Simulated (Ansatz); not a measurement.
# Al₂H₂ (singlet): from Hartree-Fock to the top rungs at a displaced geometry (v1), cc-pVTZ

How much of the correlation energy of Al₂H₂ (singlet) does each wave-function method recover here?

Program: Ansatz 0.2.0, Gaussian basis. Level of theory: cc-pVTZ, core rule «outside noble gas», up to 10 orbitals frozen. These are calculated values, not measurements.

To be run: UHF; CCSD(T) on RHF; CCSD(T) on UHF; BCCD(T) on RHF; CCSDT(Q) on RHF.

11 further runs of the same task are left out: 3 for a known fault of the program, 8 set aside as unsound or not needed.

## (1) What is computed

The geometry is a PBE0/def2-TZVP stationary point (not a proven minimum) with its atoms shifted at random (size 0.040 Å).

4 atoms, charge 0, spin multiplicity 1.

Atoms are counted from 1 here; the program's logs count them from 0.

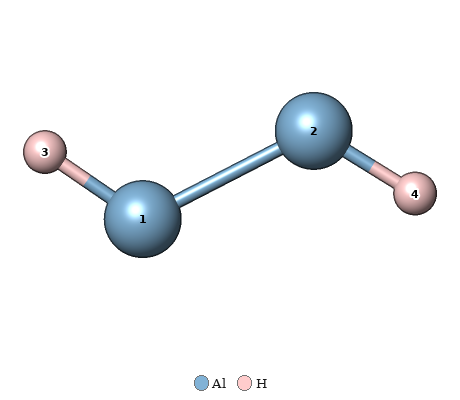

The structure; aluminium light blue, hydrogen pink; atoms are numbered from 1 in the order of the file.

In the tables R marks a restricted determinant and U an unrestricted one; energies count from the table's Hartree-Fock row.

## (2) UHF

Input file in.yaml:

```yaml
crystal:
  periodic: [false, false, false]
  atoms:
    - {symbol: Al, position_ang: [0.000555, -0.146147, 1.315164]}
    - {symbol: Al, position_ang: [-0.000278, 0.144719, -1.312767]}
    - {symbol: H, position_ang: [0.047686, 1.194423, 2.235525]}
    - {symbol: H, position_ang: [-0.055091, -1.156188, -2.299705]}
basis:
  gaussian: {orbitals: cc-pVTZ}
magnetization: {spin_polarized: true, initial_magnetization: 0}
hamiltonian: {xc: hf}
output: {orbitals: {seedname: orbitals}}
```

The run is started by

```console
$ ansatz run in.yaml --threads 1 --pin off --events-out ev --progress --plain --max-ram 2393MiB
```

Standard output:

```text
Functional definition: HF
  name "HF"
  cite "Fock, Z. Phys. 61, 126 (1930) doi:10.1007/BF01340294"
  parent pbe
  exchange = exact_x
  correlation = 0
804 factors; their error is unknown
mean field evaluation 1: about -13194.8388 eV, gradient 6.5e0 eV
mean field evaluation 2: about -13195.4085 eV, gradient 2.0e0 eV
mean field evaluation 4: about -13195.4875 eV, gradient 1.4e-1 eV
mean field evaluation 8: about -13195.6718 eV, gradient 3.7e-4 eV
mean field evaluation 16: about -13196.0726 eV, gradient 5.6e-2 eV
mean field evaluation 32: about -13195.8885 eV, gradient 9.8e-2 eV
mean field evaluation 64: about -13195.9975 eV, gradient 3.7e-1 eV
mean field evaluation 96: about -13195.9553 eV, gradient 8.4e-1 eV
mean field evaluation 128: about -13194.8391 eV, gradient 6.5e0 eV
mean field -13196.07287120 eV, -484.9467333972 hartree, gradient 7.0e-6 eV, S^2 0.745299; 3 other end points of the search recorded, 0 dependent functions left out
reference -13196.07287120 eV, -484.9467333972 hartree; 14, 14 occupied and 82, 82 virtual orbitals, 804 factors
Total energy: -13196.07287120 eV, -484.9467333972 hartree
```

Wall time 10 s (1 thread of Intel Xeon at 2.50GHz, shared host).

From the report: ⟨S²⟩ of the determinant 0.745 (pure singlet: 0.00). The determinant is far from a pure spin state, so its energy mixes those of several spin states (harmless only where they are near-degenerate, as at dissociation).

The unrestricted solution breaks the spin symmetry, so the restricted determinant is unstable here.

## (3) CCSD(T) on RHF

in.yaml: that of step 2 with these lines changed.

```diff
@@ -9,4 +9,3 @@
   gaussian: {orbitals: cc-pVTZ}
-magnetization: {spin_polarized: true, initial_magnetization: 0}
-hamiltonian: {xc: hf}
-output: {orbitals: {seedname: orbitals}}
+magnetization: {spin_polarized: false}
+correlation: {method: ccsd_t, electrons: outside_noble_gas}
```

Same command.

Standard output, shortened:

```text
Functional definition: HF
  name "HF"
  cite "Fock, Z. Phys. 61, 126 (1930) doi:10.1007/BF01340294"
  parent pbe
[...]
592 factors; integrals over basis functions are off by at most 9.2e-4 eV
[...]
mean field -13195.67215999 eV, -484.9320075319 hartree, gradient 5.0e-6 eV, S^2 0.000000; 1 other end points of the search recorded, 0 dependent functions left out; unrestricted orbitals would lower it
determinant -13195.67215999 eV, -484.9320075319 hartree, with singles and doubles -13200.63756570 eV, -485.1144828258 hartree
determinant -13192.43471526 eV, -484.8130336323 hartree, with singles and doubles -13197.63005144 eV, -485.0039587154 hartree
10 core orbitals not correlated: weight in the atoms' cores, before any rotation towards them, 1.000 or more for the frozen orbitals, at most 0.000 for the correlated occupied ones
reference -13195.67215999 eV, -484.9320075319 hartree; 4, 4 occupied and 82, 82 virtual orbitals, 592 factors
second order -3.81079211 eV of doubles, -0.00000000 eV of singles
cycle   1  -4.79339946 eV  change   -2.4e-1 eV  update   2.8e-2
[...]
cycle  10  -4.81045686 eV  change    4.0e-6 eV  update   5.2e-6
perturbative correction -0.20020612 eV, -0.0073574390 hartree
Total energy: -13200.68282297 eV, -485.1161459998 hartree
```

It took 7 s on 1 thread of Intel Xeon at 2.50GHz, shared host; peak memory 0.27 GiB.

From the report: correlation -5.0107 eV; T1 0.024; largest double amplitude 0.20.

## (4) CCSD(T) on UHF

in.yaml: that of step 3 with these lines changed.

```diff
@@ -9,3 +9,3 @@
   gaussian: {orbitals: cc-pVTZ}
-magnetization: {spin_polarized: false}
+magnetization: {spin_polarized: true, initial_magnetization: 0}
 correlation: {method: ccsd_t, electrons: outside_noble_gas}
```

Launched as before.

Standard output, shortened:

```text
Functional definition: HF
  name "HF"
  cite "Fock, Z. Phys. 61, 126 (1930) doi:10.1007/BF01340294"
  parent pbe
[...]
592 factors; integrals over basis functions are off by at most 9.2e-4 eV
[...]
mean field -13196.07319476 eV, -484.9467452878 hartree, gradient 3.8e-6 eV, S^2 0.745299; 15 other end points of the search recorded, 0 dependent functions left out
determinant -13196.07319476 eV, -484.9467452878 hartree, with singles and doubles -13200.50023188 eV, -485.1094359013 hartree
determinant -13195.22944477 eV, -484.9157380474 hartree, with singles and doubles -13199.56298187 eV, -485.0749925985 hartree
determinant -13193.63402133 eV, -484.8571073175 hartree, with singles and doubles -13199.00721374 eV, -485.0545684966 hartree
determinant -13192.88649638 eV, -484.8296362823 hartree, with singles and doubles -13197.15452000 eV, -484.9864832572 hartree
determinant -13192.87642795 eV, -484.8292662745 hartree, with singles and doubles -13197.16322408 eV, -484.9868031266 hartree
determinant -13195.67215999 eV, -484.9320075319 hartree, with singles and doubles -13200.63560192 eV, -485.1144106583 hartree
10 core orbitals not correlated: weight in the atoms' cores, before any rotation towards them, 1.000 or more for the frozen orbitals, at most 0.000 for the correlated occupied ones
reference -13196.07319476 eV, -484.9467452878 hartree; 4, 4 occupied and 82, 82 virtual orbitals, 592 factors
second order -3.18149547 eV of doubles, -0.00000000 eV of singles
cycle   1  -4.29570345 eV  change   -2.7e-1 eV  update   3.0e-2
[...]
cycle  13  -4.34476199 eV  change    1.0e-6 eV  update   9.2e-6
perturbative correction -0.20639995 eV, -0.0075850584 hartree
Total energy: -13200.62435671 eV, -485.1139974045 hartree
```

It took 45 s on 1 thread of Intel Xeon at 2.50GHz, shared host; peak memory 0.47 GiB.

From the report: ⟨S²⟩ of the determinant 0.745 (pure singlet: 0.00); correlation -4.5512 eV; T1 0.095; largest double amplitude 0.21. The determinant is far from a pure spin state, so its energy mixes those of several spin states (harmless only where they are near-degenerate, as at dissociation).

## (5) BCCD(T) on RHF

in.yaml: that of step 4 with these lines changed.

```diff
@@ -9,3 +9,3 @@
   gaussian: {orbitals: cc-pVTZ}
-magnetization: {spin_polarized: true, initial_magnetization: 0}
-correlation: {method: ccsd_t, electrons: outside_noble_gas}
+magnetization: {spin_polarized: false}
+correlation: {method: bccd_t, electrons: outside_noble_gas}
```

The command is unchanged.

Standard output, shortened:

```text
Functional definition: HF
  name "HF"
  cite "Fock, Z. Phys. 61, 126 (1930) doi:10.1007/BF01340294"
  parent pbe
[...]
592 factors; integrals over basis functions are off by at most 9.2e-4 eV
[...]
mean field -13195.67215999 eV, -484.9320075319 hartree, gradient 5.0e-6 eV, S^2 0.000000; 1 other end points of the search recorded, 0 dependent functions left out; unrestricted orbitals would lower it
determinant -13195.67215999 eV, -484.9320075319 hartree, with singles and doubles -13200.63756570 eV, -485.1144828258 hartree
determinant -13192.43471526 eV, -484.8130336323 hartree, with singles and doubles -13197.63005144 eV, -485.0039587154 hartree
10 core orbitals not correlated: weight in the atoms' cores, before any rotation towards them, 1.000 or more for the frozen orbitals, at most 0.000 for the correlated occupied ones
reference -13195.67215999 eV, -484.9320075319 hartree; 4, 4 occupied and 82, 82 virtual orbitals, 592 factors
second order -3.81079211 eV of doubles, -0.00000000 eV of singles
cycle   1  -4.78911672 eV  change   -2.4e-1 eV  update   2.9e-2
[...]
cycle  10  -4.79955674 eV  change    4.2e-6 eV  update   6.8e-6
perturbative correction -0.21152252 eV, -0.0077733093 hartree
Total energy: -13200.68323925 eV, -485.1161612981 hartree
```

Wall time 9 s (1 thread of Intel Xeon at 2.50GHz, shared host); peak memory 0.31 GiB.

From the report: correlation -5.0111 eV; largest double amplitude 0.20.

## (6) CCSDT(Q) on RHF

in.yaml: that of step 5 with these lines changed.

```diff
@@ -10,2 +10,2 @@
 magnetization: {spin_polarized: false}
-correlation: {method: bccd_t, electrons: outside_noble_gas}
+correlation: {method: ccsdt_q, electrons: outside_noble_gas}
```

The command is unchanged.

Standard output, shortened:

```text
Functional definition: HF
  name "HF"
  cite "Fock, Z. Phys. 61, 126 (1930) doi:10.1007/BF01340294"
  parent pbe
[...]
1174 factors; integrals over basis functions are off by at most 1.6e-7 eV
[...]
mean field -13195.67216368 eV, -484.9320076675 hartree, gradient 5.4e-6 eV, S^2 0.000000; 1 other end points of the search recorded, 0 dependent functions left out; unrestricted orbitals would lower it
determinant -13195.67216368 eV, -484.9320076675 hartree, with singles and doubles -13200.63757914 eV, -485.1144833200 hartree
determinant -13192.43471520 eV, -484.8130336301 hartree, with singles and doubles -13197.63005808 eV, -485.0039589594 hartree
10 core orbitals not correlated: weight in the atoms' cores, before any rotation towards them, 1.000 or more for the frozen orbitals, at most 0.000 for the correlated occupied ones
reference -13195.67216368 eV, -484.9320076675 hartree; 4, 4 occupied and 82, 82 virtual orbitals, 1174 factors
second order -3.81081079 eV of doubles, -0.00000000 eV of singles
cycle   1  -4.44866357 eV  change   -6.4e-1 eV  update   1.0e-1
[...]
cycle  20  -5.05153919 eV  change   -6.7e-7 eV  update   2.2e-7
perturbative correction -0.01549795 eV, -0.0005695392 hartree
Total energy: -13200.73920082 eV, -485.1182178478 hartree
```

Wall time 4.9 min (1 thread of Intel Xeon at 2.50GHz, shared host); peak memory 1.1 GiB.

From the report: correlation -5.0670 eV; T1 0.027; largest double amplitude 0.24.

## (7) All levels against the top one

No level here is safe as a reference; RCCSDT(Q) serves as a yardstick only. Rows without a time come out of other runs: HF, MP2 and CCSD of CCSD(T), CCSDT of CCSDT(Q).

```
   method  energy from the lowest RHF (kcal/mol)  from RCCSDT(Q) (kcal/mol)     time
      RHF                                   0.00                    +116.85         
      UHF                                  -9.25                    +107.60         
     RMP2                                 -87.88                     +28.97         
     UMP2                                 -82.62                     +34.23         
    RCCSD                                -110.93                      +5.92         
    UCCSD                                -109.44                      +7.41         
 RCCSD(T)                                -115.55                      +1.30      7 s
 UCCSD(T)                                -114.20                      +2.65     45 s
  BCCD(T)                                -115.56                      +1.29      9 s
   RCCSDT                                -116.49                      +0.36         
RCCSDT(Q)                                -116.85                          0  4.9 min
```

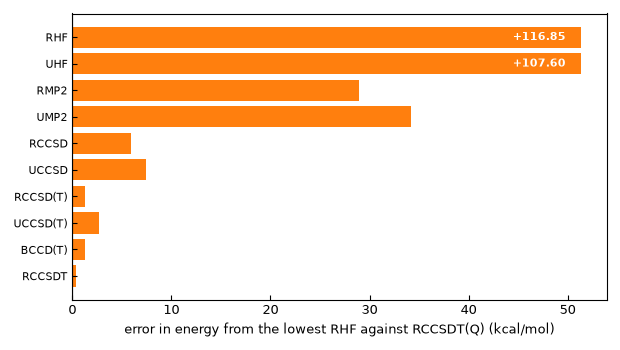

Deviations from RCCSDT(Q), method by method. Bars with a number in them are cut short.

## (8) Results

```
                      quantity            value
RCCSDT(Q) below the RHF energy       -5.0670 eV
           RMP2 from RCCSDT(Q)  +28.97 kcal/mol
           UMP2 from RCCSDT(Q)  +34.23 kcal/mol
          RCCSD from RCCSDT(Q)   +5.92 kcal/mol
       RCCSD(T) from RCCSDT(Q)   +1.30 kcal/mol
       UCCSD(T) from RCCSDT(Q)   +2.65 kcal/mol
                 T1 diagnostic            0.024
```

**Reading.** RCCSD(T) misses by +1.30 kcal/mol, 1.1 % of the correlation energy. CCSD(T) misses by +1.30 kcal/mol on the restricted determinant and by +2.65 kcal/mol on the unrestricted one; the two need not hold the same state or core. Warnings: restricted reference is unstable; spin contamination; large T1 diagnostic.
